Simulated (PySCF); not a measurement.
# FH6NSi2: what the fields show

Input

```
# F[SiH2]N[SiH3]
import pyscf.grad
from pyscf import gto, dft

mol = gto.M(
    atom='start.xyz',
    spin=0,
    basis='def2-tzvpd',
    verbose=3,
    max_memory=3720,
)

ks = dft.RKS(mol, xc='pbe0')
ks = ks.density_fit(auxbasis='def2-universal-jkfit')
ks.grids.level = 3
ks.max_cycle = 100
ks.conv_tol = 1e-09
ks.kernel()
if not ks.converged:
    ks = ks.newton().run(ks.mo_coeff, ks.mo_occ)

e_final = ks.e_tot
print(f'total energy: {e_final:.8f} hartree')
grad = ks.Gradients().kernel()
ks.analyze()
```

Run with:

```sh
OMP_NUM_THREADS=2 python run.py
```

Geometry: PBE0-D3(BJ)/def2-SVP.

Level of theory: Gaussian-basis quantum chemistry of an isolated molecule with PySCF, energy and nuclear gradient, functional PBE0 in PySCF 2.14.0.

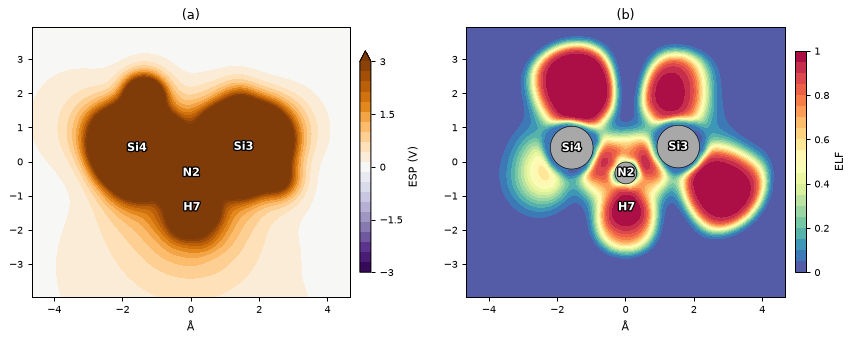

Figure 1. (a) electrostatic potential; (b) electron localisation function on the plane of atoms Si3, N2 and Si4. Grey discs cover the atomic cores in the ELF map.

Question: What does the map show?

Answer: The section cuts through N, Si and H sites. Si–N (1.72 Å): the ELF peaks at about 0.90 between the atoms (a shared but strongly polarised pair). N–H (1.02 Å): the ELF climbs to about 1 towards the hydrogen, as it does in any bond to H; an ordinary covalent bond to hydrogen. The potential has no marked negative region in this plane.

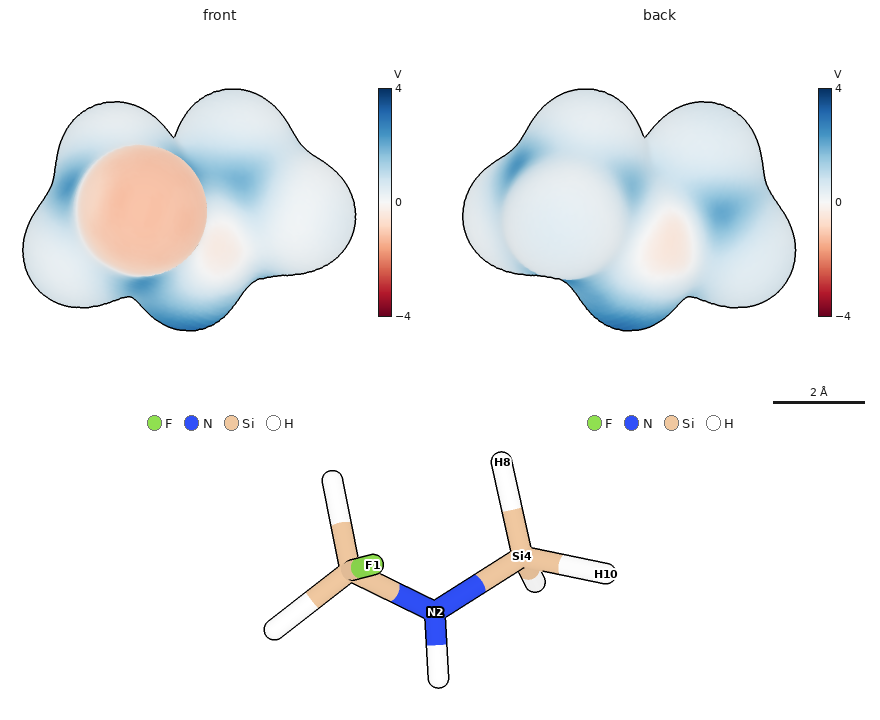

Figure 2. The molecular electrostatic potential painted on the density surface at 0.004 e/bohr³, seen from the front and from behind; the colour scale runs from red (negative) to blue (positive). The bare structure is drawn below in the same view.

Question: Where is the surface potential most negative and most positive?

Answer: The most negative region (about −1.2 V) lies over F1, the most positive (about +3.0 V) over H7.

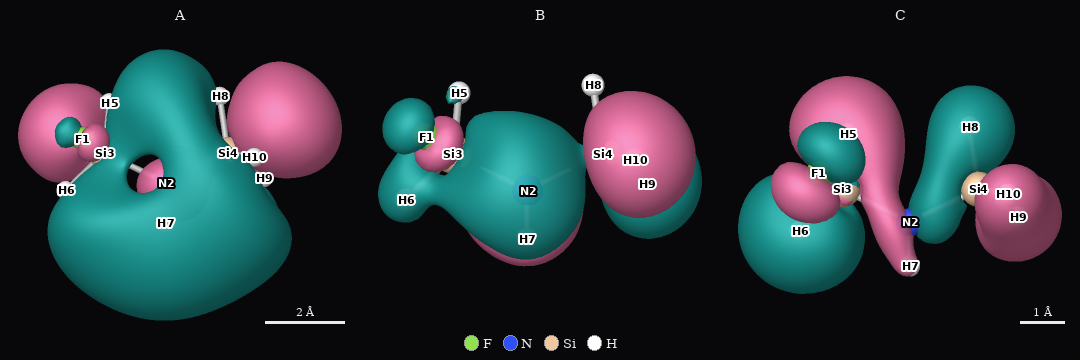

Figure 3. Three frontier orbitals at ±0.05 Å⁻³ᐟ² (teal and pink are the two phases), in no order.

Question: Order the three orbitals by energy and name them.

Answer: C is the HOMO−1 (−9.47 eV). It lies mainly on Si3 (about 25 %), H6 (about 25 %), H5 (about 15 %), F1 (about 10 %) and Si4 (about 10 %). B is the HOMO (−8.13 eV). It lies mainly on N2 (about 50 %), Si4 (about 15 %), H10 (about 10 %) and H9 (about 5 %). A is the LUMO (−0.28 eV). It lies mainly on Si4 (about 35 %), Si3 (about 20 %), H7 (about 20 %) and N2 (about 10 %).

Question: What is the HOMO–LUMO gap?

Answer: 7.85 eV between the orbital energies.
